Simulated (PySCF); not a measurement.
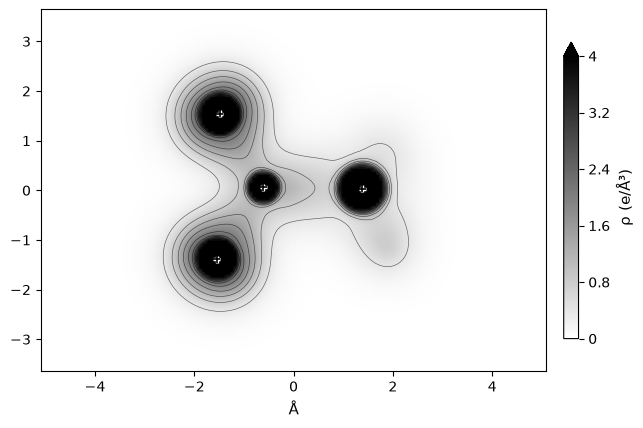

The electron density on a plane through atoms (crosses mark nuclei in the plane).

Level of theory: PySCF 2.14.0, PBE0/pcSseg-1, SCF density, gas phase, non-relativistic.

Candidates:
A. C$_{4}$H$_{9}$BCl$_{2}$Si (SMILES ClB(Cl)[SiH2]CC1CC1)
B. C$_{5}$H$_{13}$BOSi (SMILES B[SiH2]OC/C=C/CC)
C. C$_{5}$H$_{4}$BFO$_{2}$

> Which system is this?

Candidate A: C$_{4}$H$_{9}$BCl$_{2}$Si on the plane of atoms Cl1, B2 and Si4, which holds Cl, B and Si. B–Cl (1.72 Å): the density is about 1.4 e/Å³ at the midpoint. Si–B (1.99 Å): the density is about 0.82 e/Å³ at the midpoint.
